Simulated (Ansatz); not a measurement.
# GeAsH3+ (doublet): one geometry, many settings

What do other methods and options give for GeAsH3+ (doublet) at this geometry, and how long do they take?

Method: the settings change from run to run; program: Ansatz 0.2.0, Gaussian basis.

27 further runs of the same task are left out: 17 that didn't finish, 10 set aside as unsound or not needed.

## (1) What is computed

The geometry is a PBE0/def2-TZVP stationary point (not a proven minimum) of the parent state, kept for this charge and spin. No spin-orbit coupling is included. The filled d shell of Ge, As may be among the frozen orbitals whatever the setting's name suggests; the logs give the count.

5 atoms, charge 1, spin multiplicity 2.

Atoms are counted from 1 here; the program's logs count them from 0.

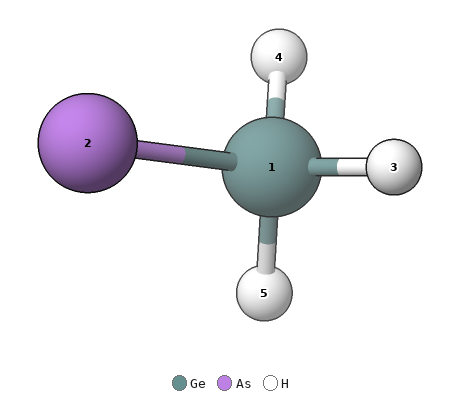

The structure; germanium teal, arsenic purple, hydrogen white; atoms are numbered from 1 in the order of the file.

## (2) MRCISD+Q(relaxed)(5,3)/STO-3G

File in.yaml:

```yaml
crystal:
  periodic: [false, false, false]
  atoms:
    - {symbol: Ge, position_ang: [-1.191943, -0.008234, 0.002120]}
    - {symbol: As, position_ang: [1.225257, 0.008464, -0.002179]}
    - {symbol: H, position_ang: [-1.734783, 1.432476, 0.005020]}
    - {symbol: H, position_ang: [-1.717585, -0.735786, 1.252999]}
    - {symbol: H, position_ang: [-1.722058, -0.732435, -1.248816]}
basis:
  gaussian: {orbitals: STO-3G, fitting: {mean_field: def2-universal-jkfit}}
total_charge: 1
magnetization: {spin_polarized: false, initial_magnetization: 1}
correlation: {method: fic_mrcisd_q_relaxed, electrons: outside_noble_gas, active_space: {window: {electrons: 5, orbitals: 3}}}
scf: {lower_state_search: off}
```

Run with:

```
ansatz run in.yaml --threads 1 --pin off --events-out ev --progress --plain --max-ram 2393MiB
```

What it wrote, shortened:

```text
Functional definition: HF
  name "HF"
  cite "Fock, Z. Phys. 61, 126 (1930) doi:10.1007/BF01340294"
  parent pbe
[...]
586 factors; integrals over basis functions are off by at most 1.7e-2 eV
[...]
mean field -115990.10210470 eV, -4262.5576314326 hartree, gradient 2.6e-6 eV, S^2 0.750000; 0 other end points of the search recorded, 0 dependent functions left out
reference -115990.10210470 eV, -4262.5576314326 hartree; 34, 33 occupied and 5, 6 virtual orbitals, 586 factors
state -115990.10210470 eV, -4262.5576314326 hartree
contracted CI cycle   1: correlation 0.00000000 eV, 0.0000000000 hartree, residual 8.05e0 eV
contracted CI cycle   2: correlation -1.96867113 eV, -0.0723473295 hartree, residual 1.47e0 eV
contracted CI cycle   3: correlation -2.03445398 eV, -0.0747648047 hartree, residual 4.99e-1 eV
contracted CI cycle   4: correlation -2.04356085 eV, -0.0750994760 hartree, residual 2.06e-1 eV
contracted CI cycle   5: correlation -2.04556501 eV, -0.0751731275 hartree, residual 1.05e-1 eV
contracted CI cycle   6: correlation -2.04602926 eV, -0.0751901883 hartree, residual 5.16e-2 eV
contracted CI cycle   7: correlation -2.04612727 eV, -0.0751937903 hartree, residual 2.07e-2 eV
contracted CI cycle   8: correlation -2.04614368 eV, -0.0751943932 hartree, residual 7.46e-3 eV
contracted CI cycle   9: correlation -2.04614676 eV, -0.0751945066 hartree, residual 3.43e-3 eV
contracted CI cycle  10: correlation -2.04614720 eV, -0.0751945228 hartree, residual 1.23e-3 eV
state -115990.10210470 eV, -4262.5576314326 hartree; corrected -115992.29880455 eV, -4262.6383586634 hartree
WARN: 2 active orbitals are nearly empty or full. The corrections depend on them more than the energy does, and are more stable in an active space without them
Total energy: -115992.29880455 eV, -4262.6383586634 hartree
Checks for a lower state left out: stability, starts, cluster_reference, orbital_swaps, neighbouring_geometries, increment
```

Run time: 3.1 s. Hardware: 1 thread of Intel Xeon at 2.50GHz, shared host; peak memory 0.28 GiB.

From the report: 3 determinants; active occupations 2.00, 2.00, 1.00. The report marks this result as in doubt.

## (3) HF/STO-3G

Edit in.yaml of step 2 so:

```diff
@@ -9,6 +9,7 @@
 basis:
-  gaussian: {orbitals: STO-3G, fitting: {mean_field: def2-universal-jkfit}}
+  gaussian: {orbitals: STO-3G}
 total_charge: 1
 magnetization: {spin_polarized: false, initial_magnetization: 1}
-correlation: {method: fic_mrcisd_q_relaxed, electrons: outside_noble_gas, active_space: {window: {electrons: 5, orbitals: 3}}}
-scf: {lower_state_search: off}
+hamiltonian: {xc: hf}
+scf: {lower_state_search: light}
+output: {orbitals: {seedname: orbitals}}
```

Same command.

What it wrote:

```text
Functional definition: HF
  name "HF"
  cite "Fock, Z. Phys. 61, 126 (1930) doi:10.1007/BF01340294"
  parent pbe
  exchange = exact_x
  correlation = 0
390 factors; integrals over basis functions are off by at most 2.4e-5 eV
mean field evaluation 1: about -115989.5499 eV, gradient 8.6e0 eV
mean field evaluation 2: about -115989.5506 eV, gradient 8.6e0 eV
mean field evaluation 4: about -115990.0806 eV, gradient 5.0e-1 eV
mean field evaluation 8: about -115990.0830 eV, gradient 1.0e-5 eV
mean field evaluation 16: about -115990.0828 eV, gradient 1.0e-1 eV
mean field evaluation 32: about -115990.0830 eV, gradient 5.2e-3 eV
mean field evaluation 64: about -115990.0830 eV, gradient 7.6e-6 eV
mean field evaluation 96: about -115990.0830 eV, gradient 1.8e-4 eV
mean field -115990.08295198 eV, -4262.5569275833 hartree, gradient 3.0e-6 eV, S^2 0.750000; 3 other end points of the search recorded, 0 dependent functions left out
reference -115990.08295198 eV, -4262.5569275833 hartree; 34, 33 occupied and 5, 6 virtual orbitals, 390 factors
Total energy: -115990.08295198 eV, -4262.5569275833 hartree
```

It took 7.5 s on 1 thread of Intel Xeon at 2.50GHz, shared host; peak memory 0.28 GiB.

## (4) BCCD on UHF/STO-3G

Edit in.yaml of step 3 so:

```diff
@@ -11,5 +11,3 @@
 total_charge: 1
-magnetization: {spin_polarized: false, initial_magnetization: 1}
-hamiltonian: {xc: hf}
-scf: {lower_state_search: light}
-output: {orbitals: {seedname: orbitals}}
+magnetization: {spin_polarized: true, initial_magnetization: 1}
+correlation: {method: bccd, electrons: outside_noble_gas}
```

Launched as before.

What it wrote, shortened:

```text
Functional definition: HF
  name "HF"
  cite "Fock, Z. Phys. 61, 126 (1930) doi:10.1007/BF01340294"
  parent pbe
[...]
390 factors; integrals over basis functions are off by at most 2.4e-5 eV
[...]
mean field -115990.14030852 eV, -4262.5590353973 hartree, gradient 3.0e-6 eV, S^2 1.020466; 25 other end points of the search recorded, 0 dependent functions left out
determinant -115990.14030852 eV, -4262.5590353973 hartree, with singles and doubles -115992.21836657 eV, -4262.6354026221 hartree
determinant -115990.13535543 eV, -4262.5588533744 hartree, with singles and doubles -115992.21840435 eV, -4262.6354040103 hartree
determinant -115990.10135170 eV, -4262.5576037605 hartree, with singles and doubles -115992.23707186 eV, -4262.6360900286 hartree
determinant -115990.10132765 eV, -4262.5576028768 hartree, with singles and doubles -115992.23704249 eV, -4262.6360889494 hartree
[...]
determinant -115988.87814525 eV, -4262.5126517527 hartree, with singles and doubles -115991.89068306 eV, -4262.6233604752 hartree
determinant -115988.87810484 eV, -4262.5126502674 hartree, with singles and doubles -115991.89064481 eV, -4262.6233590694 hartree
determinant -115987.39083671 eV, -4262.4579941721 hartree, with singles and doubles -115989.72718831 eV, -4262.5438535094 hartree
determinant -115985.52833740 eV, -4262.3895485847 hartree, with singles and doubles -115987.83542090 eV, -4262.4743323397 hartree
28 core orbitals not correlated, not the lowest: weight in the atoms' cores, before any rotation towards them, 0.890 or more for the frozen orbitals, at most 0.074 for the correlated occupied ones
reference -115990.10135170 eV, -4262.5576037605 hartree; 6, 5 occupied and 5, 6 virtual orbitals, 390 factors
second order -1.37158956 eV of doubles, -0.00000000 eV of singles
cycle   1  -2.13501937 eV  change    2.1e-4 eV  update   2.0e-3
[...]
cycle   6  -2.13361494 eV  change   -9.4e-6 eV  update   1.1e-5
Total energy: -115992.23496664 eV, -4262.6360126634 hartree
```

Wall time 47 s (1 thread of Intel Xeon at 2.50GHz, shared host); peak memory 0.28 GiB.

From the report: ⟨S²⟩ of the determinant 0.754 (pure doublet: 0.75); correlation -2.1336 eV; largest double amplitude 0.08.

## (5) CCSD/cc-pVDZ

Edit in.yaml of step 4 so:

```diff
@@ -9,5 +9,7 @@
 basis:
-  gaussian: {orbitals: STO-3G}
+  gaussian: {orbitals: cc-pVDZ}
 total_charge: 1
-magnetization: {spin_polarized: true, initial_magnetization: 1}
-correlation: {method: bccd, electrons: outside_noble_gas}
+magnetization: {spin_polarized: false, initial_magnetization: 1}
+hamiltonian: {xc: {name: B3LYP}}
+correlation: {method: ccsd, electrons: outside_noble_gas, diis_vectors: 1}
+scf: {omitted_lower_state_checks: [cluster_reference]}
```

Launched as before.

What it wrote, shortened:

```text
Functional definition: B3LYP
  name "B3LYP"
  cite "Stephens, Devlin, Chabalowski & Frisch, J. Phys. Chem. 98, 11623 (1994) doi:10.1021/j100096a001"
  cite "Becke, Phys. Rev. A 38, 3098 (1988) doi:10.1103/PhysRevA.38.3098"
  cite "Lee, Yang & Parr, Phys. Rev. B 37, 785 (1988) doi:10.1103/PhysRevB.37.785"
  cite "Vosko, Wilk & Nusair, Can. J. Phys. 58, 1200 (1980) doi:10.1139/p80-159"
[...]
784 factors; integrals over basis functions are off by at most 8.8e-4 eV
[...]
mean field -117399.02578612 eV, -4314.3346217221 hartree, gradient 3.7e-10 eV, S^2 0.750000; 6 other end points of the search recorded, 0 dependent functions left out
28 core orbitals not correlated: weight in the atoms' cores, before any rotation towards them, 0.999 or more for the frozen orbitals, at most 0.000 for the correlated occupied ones
reference -117305.20320260 eV, -4310.8867053731 hartree; 6, 5 occupied and 35, 36 virtual orbitals, 784 factors
second order -4.68455345 eV of doubles, -0.41764789 eV of singles
cycle   1  -5.66519769 eV  change   -5.7e-1 eV  update   8.4e-2
[...]
cycle  38  -5.98988215 eV  change   -5.9e-6 eV  update   1.4e-5
Total energy: -117311.19308475 eV, -4311.1068294820 hartree
Checks for a lower state left out: cluster_reference
```

It took 1.8 min on 1 thread of Intel Xeon at 2.50GHz, shared host; peak memory 0.32 GiB.

From the report: correlation -5.9899 eV; T1 0.030; largest double amplitude 0.07. The orbitals are Kohn-Sham ones, so correlation energy and T1 don't compare with those on Hartree-Fock orbitals.

## (6) The runs in one table

 † marks a result that the program doubts.

```tsv
level	correlated	functions	energy (eV)	time
MRCISD+Q(relaxed)(5,3)/STO-3G †	outside noble gas	39	-115992.2988	3.1 s
HF/STO-3G		39	-115990.0830	7.5 s
BCCD on UHF/STO-3G	outside noble gas	39	-115992.2350	47 s
CCSD/cc-pVDZ (on B3LYP orbitals)	outside noble gas	69	-117311.1931	1.8 min
```

## (7) What came out

```
quantity                                      value
    runs                                          4
quickest     MRCISD+Q(relaxed)(5,3)/STO-3G †, 3.1 s
 slowest  CCSD/cc-pVDZ (on B3LYP orbitals), 1.8 min
```

In words: Total energies in different bases, with other cores or another treatment of relativity can't be set against each other. CCSD/cc-pVDZ (on B3LYP orbitals) took 34 times as long as MRCISD+Q(relaxed)(5,3)/STO-3G †; the jobs differ in more than the method.
